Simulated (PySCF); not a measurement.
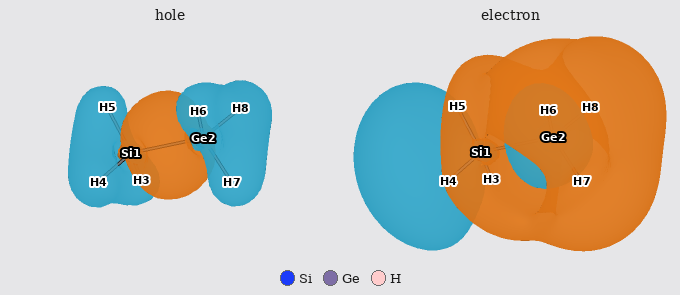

Figure. GeH$_{6}$Si, SMILES `[SiH3][GeH3]`. Leading natural transition orbital pair of S₃ (TDA singlet states); the surfaces enclose about 85 % of each orbital's density.

PySCF calculation, B3LYP/def2-TZVP, gas phase; geometry: GFN2-xTB. No frequency check shows the geometry to be a minimum. GFN2-xTB bond lengths at metals and heavier atoms can be off by up to 0.1 Å and shapes distorted, which carries into these values. Without diffuse functions Rydberg states are missing, so the states' numbers hold for this basis only.

Cartesian coordinates (Å):

```
Si1     -1.5762   -0.0000    0.0000
Ge2      0.7540    0.0000    0.0000
H3      -2.0863    0.4295    1.3023
H4      -2.0863    0.9132   -1.0231
H5      -2.0863   -1.3426   -0.2792
H6       1.3997   -0.4219   -1.2876
H7       1.3997    1.3261    0.2784
H8       1.3997   -0.9041    1.0092
```

Where does the state lie, and where do hole and electron sit?

Answer. 8.00 eV (155 nm), f = 0.322 (bright), partly diffuse acceptor orbital, which a basis without diffuse functions describes poorly; the leading pair carries 84 %; hole on Ge2 (36 %), Si1 (32 %) and H6, H7 and H8 (6 % each), electron on Si1 (34 %), Ge2 (26 %) and H6, H7 and H8 (7 % each) (atom shares of so diffuse an orbital are rough) (shares are of the whole state, not of the leading pair alone); their centroids lie 0.3 Å apart. In canonical orbitals it is mainly HOMO → LUMO (82 %). The HOMO–LUMO gap is 8.62 eV.
